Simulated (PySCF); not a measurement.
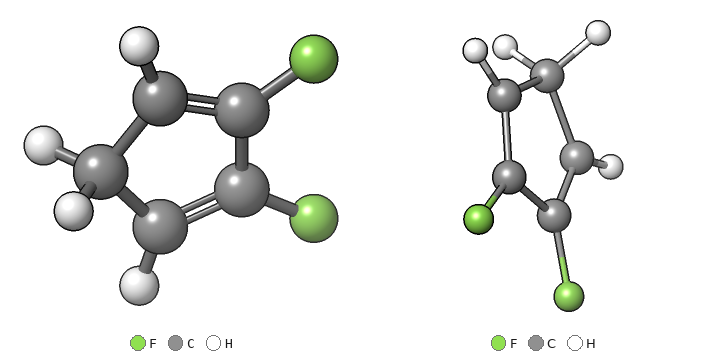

Both panels show the same species.

The geometry was computed by an optimisation with GFN2-xTB. No frequency run is at hand to confirm it as a minimum.

**Give the formula.**

C₅H₄F₂, 11 atoms: 5 carbon, 4 hydrogen and 2 fluorine.

**What is the point group of this geometry?**

C2v.

More results for the same structure follow; atom numbers are the same in all pictures, views and colours differ.

## Dipole moment

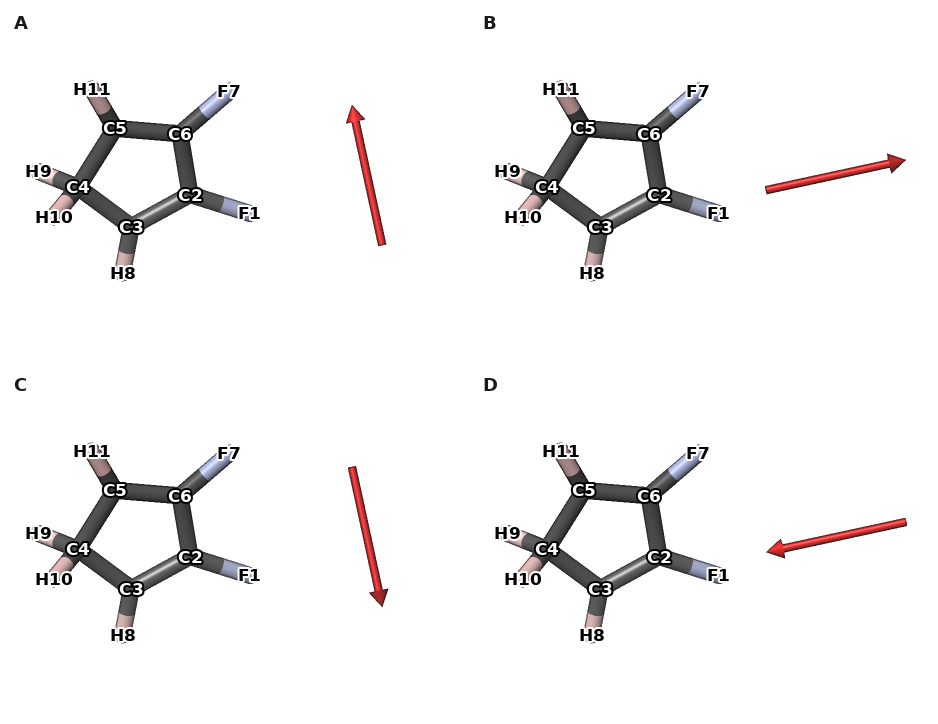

The same molecule four times, each with an arrow. No frequency run is at hand to confirm it as a minimum. Level of theory: PBE0/def2-SVPD, gas phase (PySCF 2.14.0).

**Which arrow points along the dipole moment, from the negative to the positive end?**

D. The dipole moment is 2.96 D; it points from the side of F1, F7 to the side of H9, H10 (the outermost atoms at the two ends).

## Excitation

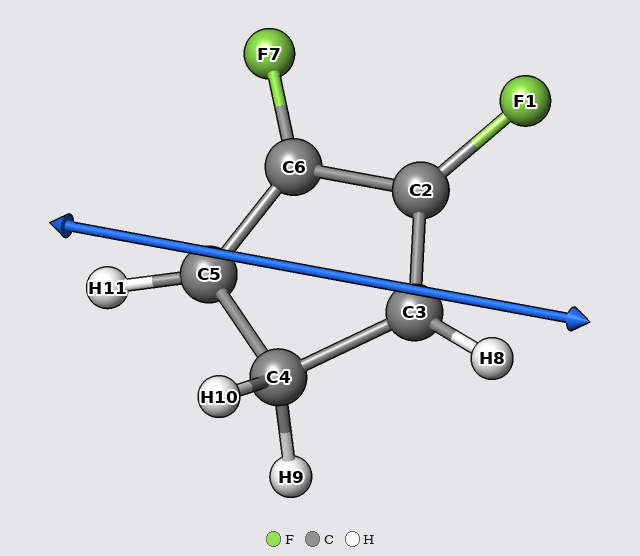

The double arrow shows the direction of the transition dipole to excited singlet state 1 (its length means nothing). No frequency run is at hand to confirm it as a minimum. Properties computed with TDDFT PBE0/def2-SVPD, vertical, gas phase, core orbitals frozen in the response (PySCF 2.14.0).

**How is the transition polarised?**

Nearly parallel to the C2–C6 bond.

**Give its energy, strength and character.**

5.30 eV (234 nm), oscillator strength 0.096, mainly HOMO → LUMO (weight 0.98); transition dipole 2.18 D.

## Polarisability

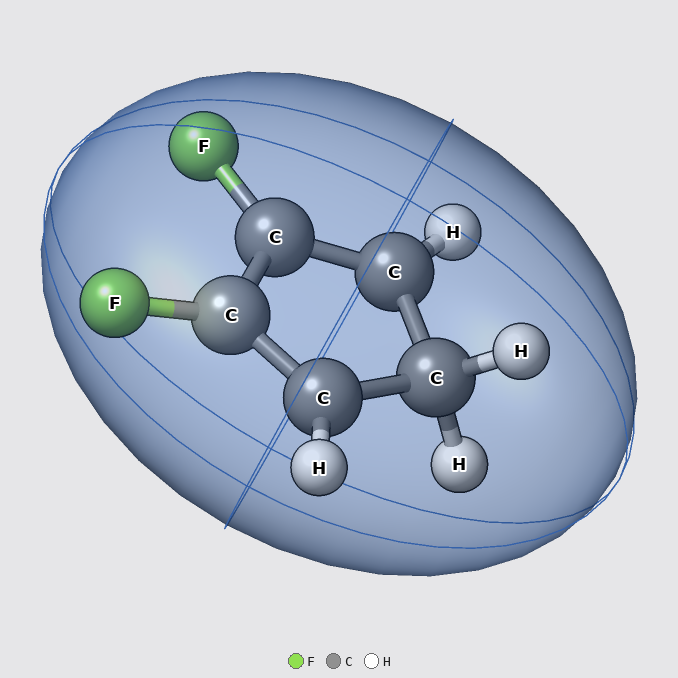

The ellipsoid shows the static dipole polarisability: its half-axes are proportional to the principal values. No frequency run is at hand to confirm it as a minimum. Method: PBE0/def2-SVPD (PySCF 2.14.0).

**Give the principal values, the mean and the anisotropy.**

Principal values 39.1, 61.2, 67.6 bohr³; mean 56.0 bohr³ (8.30 Å³); anisotropy 25.9 bohr³, so the longest axis is 1.73 times the shortest.
